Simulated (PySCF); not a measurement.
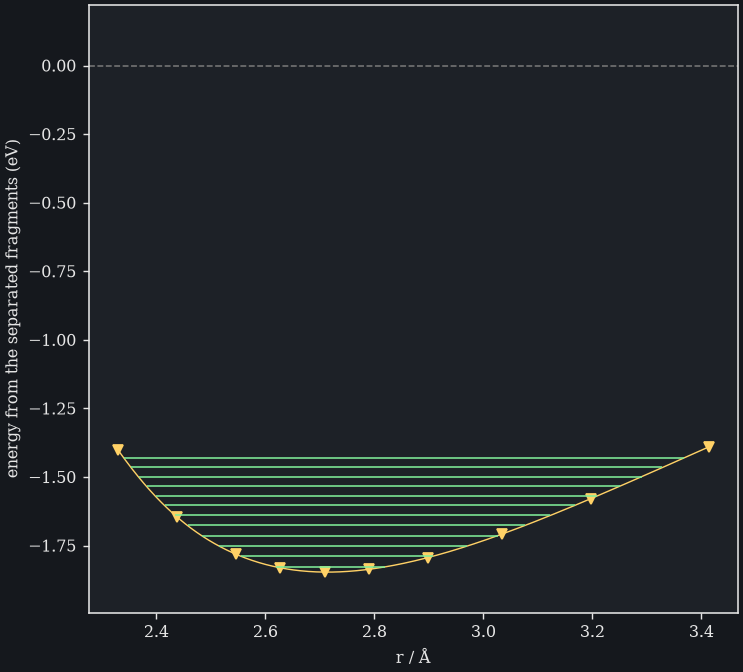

Bond curve of RbC, quartet (excess alpha electrons: σ +1, πx +1, πy +1). B2PLYP/def2-TZVPP (ECP) in PySCF, UKS. One reference determinant with the occupation held, the lowest that a PBE0 search over spins and occupations found; no spin-orbit coupling. Zero is the separated fragments in their ground configurations, without counterpoise. 2 further points of the run are not drawn. Horizontal lines: vibrational levels from ωe and ωexe, starting at v = 0.

Question: What constants does a Dunham fit to the curve give (main isotopes)?

Answer: re = 2.714 Å, ωe = 314 cm⁻¹, ωexe = 1.9 cm⁻¹, De = 1.85 eV, Be = 0.218 cm⁻¹.

Question: How stiff is the bond?

Answer: The force constant is 0.61 mdyn/Å, which gives ωe = 314 cm⁻¹.

Question: How much does zero-point motion take off the well depth?

Answer: 0.019 eV (157 cm⁻¹): De = 1.85 eV, D0 = 1.83 eV.

Note: dipole, levels and charges come from the SCF part of the double hybrid; lowest determinant of a PBE0 search, another state may lie lower.
